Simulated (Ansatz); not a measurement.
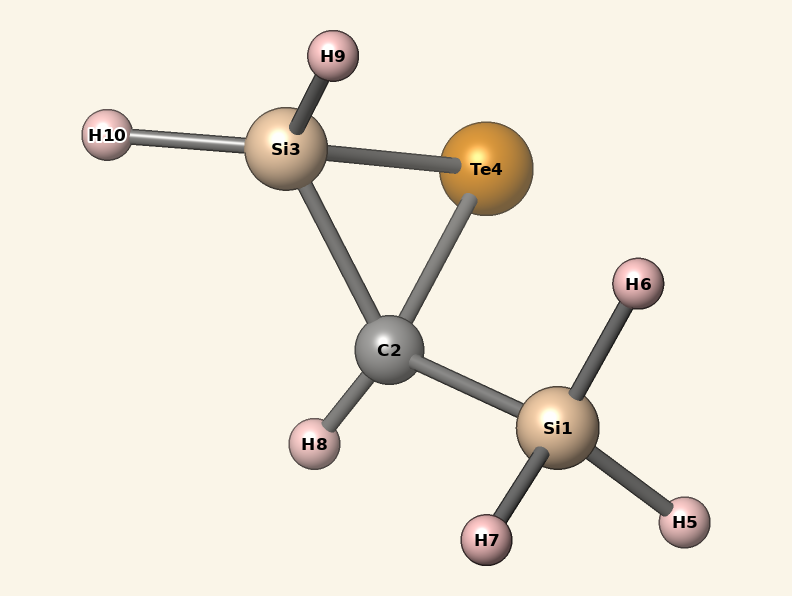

Depth is shown by fading: the farther an atom, the more it takes the colour of the background. Computed geometry: PBE0-D4/def2-TZVP optimisation. No frequency run is at hand to confirm it as a minimum.

> Find the stereocentres and stereogenic double bonds.

Centres: C2.

> Assign CIP descriptors.

C2: S (priorities Te4 > Si3 > Si1 > H8).
